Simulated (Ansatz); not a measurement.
## A ladder of methods for GeSiH4F2 (SMILES F[SiH](F)[GeH3])

GeSiH4F2: 8 atoms, total charge 0, spin state singlet. SMILES: `F[SiH](F)[GeH3]`. The shape was relaxed beforehand at r2SCAN/def2-SVP.

Quantity: the adiabatic ionisation energy (to the doublet cation, shapes relaxed at r2SCAN/def2-SVP, no zero-point term), in eV. The values are calculated.

```json
{"level": "HF/def2-SVP", "kind": "Hartree–Fock", "program": "Ansatz", "value (eV)": "9.24", "CPU time (all runs)": "3.9 s"}
{"level": "PBE/def2-SVP", "kind": "GGA", "program": "Ansatz", "value (eV)": "9.66", "CPU time (all runs)": "7.3 s"}
{"level": "r2SCAN/def2-SVP", "kind": "meta-GGA", "program": "Ansatz", "value (eV)": "9.81", "CPU time (all runs)": "19 s"}
{"level": "B3LYP/def2-SVP", "kind": "global hybrid", "program": "Ansatz", "value (eV)": "9.87", "CPU time (all runs)": "10 s"}
{"level": "MP2/def2-SVP", "kind": "perturbation theory", "program": "Ansatz", "value (eV)": "9.75", "CPU time (all runs)": "4.7 s"}
```

All-electron rows without a relativistic Hamiltonian named are non-relativistic. The values span 9.24 to 9.87 eV. In the correlated wave-function rows the outer d shell of Ge is correlated, in sets not made for it. Times are those of the runs behind each value, whatever else they computed, on shared processors of several kinds: orders of magnitude only.

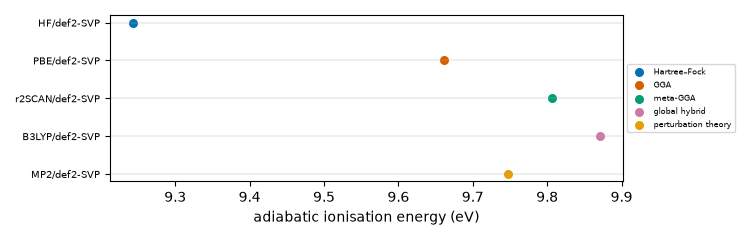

The values of the table, level by level.
